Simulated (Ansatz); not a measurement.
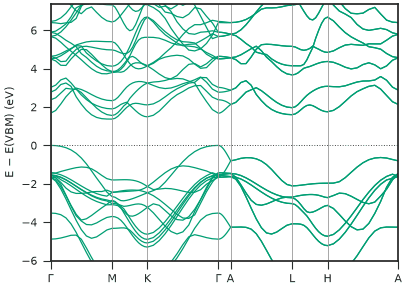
*Band structure from LDA (plane waves, PAW; program Ansatz)*

### Question
Read off the gap and where the band edges lie.

### Answer
About 1.4 eV (1.37 eV by a search for the band edges); maximum at Γ, minimum at M.

### Question
Which compound is it?
A. K2S, P6_3/mmc (S on 2c, K on 2a, K on 2d)
B. GaN, P6_3mc (Pearson symbol hP12)
C. BeS, P6_422 (Be on 3c, S on 3d)
D. GaS, P6_3/mmc (Ga on 4f, S on 4f)

### Answer
D, GaS, P6_3/mmc (Ga on 4f, S on 4f)

The cell was relaxed with LDA under the symmetry of its start. A crystal of weakly bound layers computed without a dispersion correction: the cell and the soft elastic constants depend strongly on that. Scalar-relativistic: spin–orbit coupling is off unless named, which matters more the heavier the elements.

Potentials: the later of the program's two PAW sets.
